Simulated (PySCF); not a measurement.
Consider C3H2FOP (SMILES Fc1cocp1).

The calculation's input:

```
{"job": {"kind": "nmr", "xc": "PBE0", "basis": "pcSseg-1"}, "charge": 0, "multiplicity": 1}
F     -2.270624     0.799325     0.642210
C     -0.983626     0.474619     0.467606
C     -0.516550    -0.793397     0.617729
O      0.791441    -0.908752     0.401161
C      1.342574     0.266102     0.082776
P      0.298163     1.618812     0.021665
H     -1.054136    -1.685305     0.881216
H      2.401815     0.238009    -0.104093
```

Launched as:

```sh
OMP_NUM_THREADS=1 python probes_run.py task.json out
```

Geometry: GFN2-xTB.

The calculation used PBE0/pcSseg-1, SCF density, gas phase, non-relativistic (PySCF).

Question: What will maps of the electron density and electron localisation function show?

Answer: C–O (1.33 Å): ρ is about 2.5 e/Å³ halfway; the ELF peaks at about 0.90 between the atoms, as expected for a polar covalent bond.
C–F (1.34 Å): the density is about 2.3 e/Å³ at the midpoint; the ELF peaks at about 0.85 between the atoms (a polar covalent bond).
C–C (1.36 Å): the density is about 2.2 e/Å³ at the midpoint; the ELF peaks at about 0.95 between the atoms (a covalent bond).
C–P (1.71 Å): ρ is about 1.3 e/Å³ halfway; the ELF peaks at about 0.95 between the atoms: localised, covalent bonding.

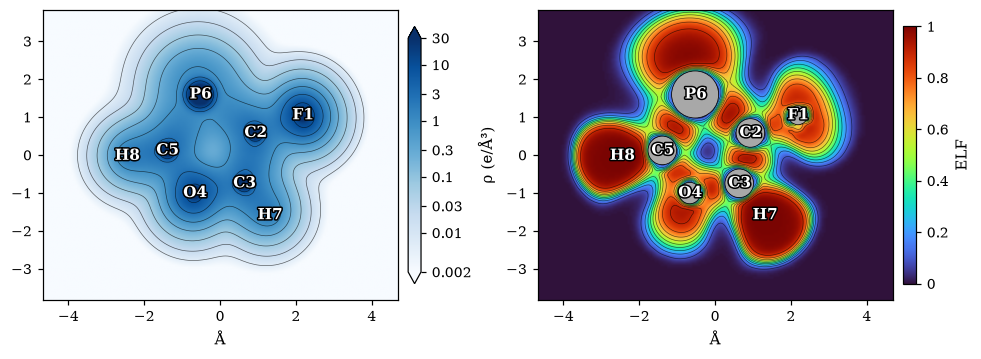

Computed electron density and electron localisation function on the molecular plane, in this order. Grey discs cover the atomic cores in the ELF map. 
